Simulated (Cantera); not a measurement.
Feed: 1 mol Si, a varied amount of HBr, 32 mol H2, at 750 K and 0.0100 bar.

Equilibrium computed with Cantera from the NASA thermochemical tables; the gas is ideal and each condensed phase is pure. Candidate condensed phases: Br2, Si; 19 gas species. The numbers say what is thermodynamically allowed, not how fast it happens.

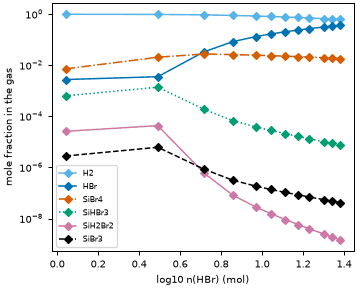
Figure: Equilibrium gas composition (values under 1e-9 drawn at 1e-9)

Problem. Read off the mole fractions at 24 mol HBr.

Solution. H2 about 0.62, HBr about 0.36, SiBr4 about 0.018, SiHBr3 about 7.6e-6, SiBr3 about 4.2e-8.
